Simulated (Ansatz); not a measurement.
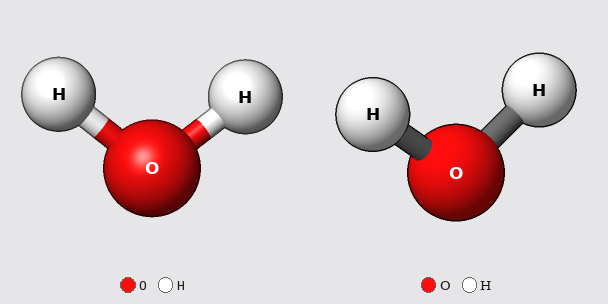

The same structure drawn twice, from different directions.

The geometry was computed by an optimisation with PBE0-D4/def2-TZVP.

Description:

It has 3 atoms: 2 hydrogen and 1 oxygen (H2O). The point group is C2v. Coordination: 1 O bent.

More results for the same structure follow; atom numbers are the same in all pictures, views and colours differ.

### Shape

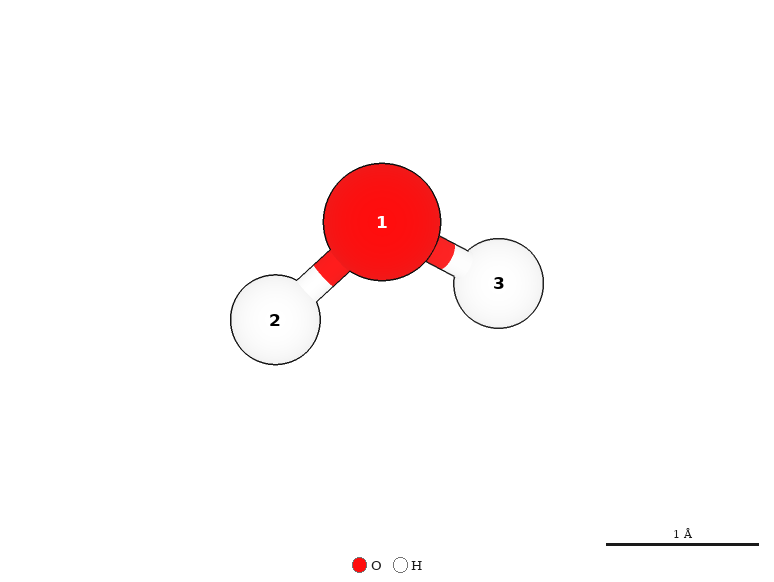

The atoms are numbered.

Estimate the angles H2–O1–H3.

| angle | degrees |
| --- | --- |
| H2–O1–H3 | 105.1 |

### Vibrations

Harmonic vibrations computed with RKS PBE0-D4/def2-TZVP (Ansatz 0.2.0) at a stationary point of the same level.

How many vibrational modes are there, and where do they lie?

Answer. 3 modes: 1623, 3852, 3960 cm⁻¹.

### Dipole moment

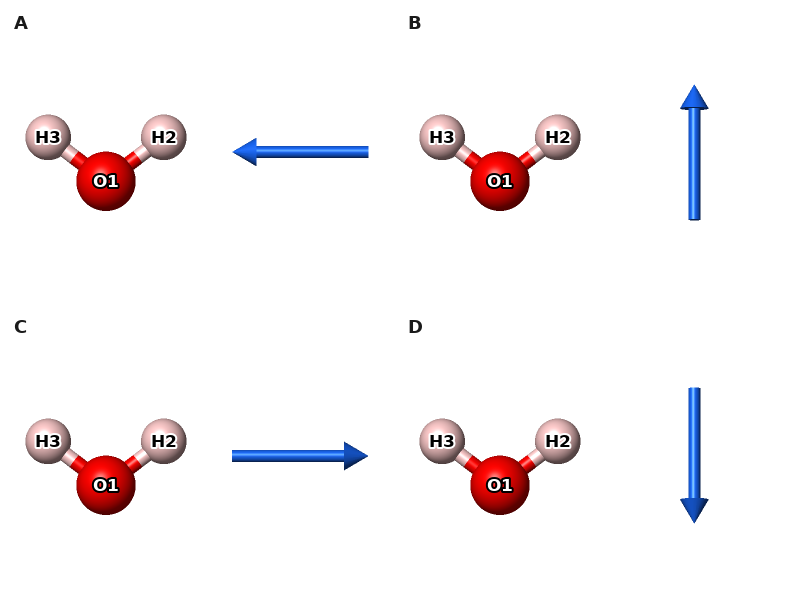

The same molecule four times, each with an arrow. Properties computed with RKS PBE0-D4/def2-TZVP (Ansatz 0.2.0).

Which arrow points along the dipole moment, from the negative to the positive end?

Answer. B. The dipole moment is 2.07 D; it points from the side of O1 to the side of H2, H3 (the outermost atoms at the two ends).

### Charges

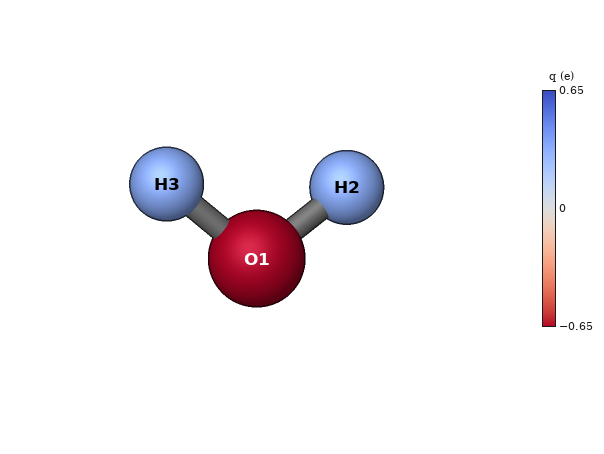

Atoms are coloured by their Mulliken charges. Properties computed with RKS PBE0-D4/def2-TZVP (Ansatz 0.2.0).

Give the Mulliken charges atom by atom.

| atom | value (e) |
| --- | --- |
| O1 | −0.65 |
| H2 | 0.32 |
| H3 | 0.32 |

Mulliken values depend strongly on the basis set and can even reverse the polarity of a bond.
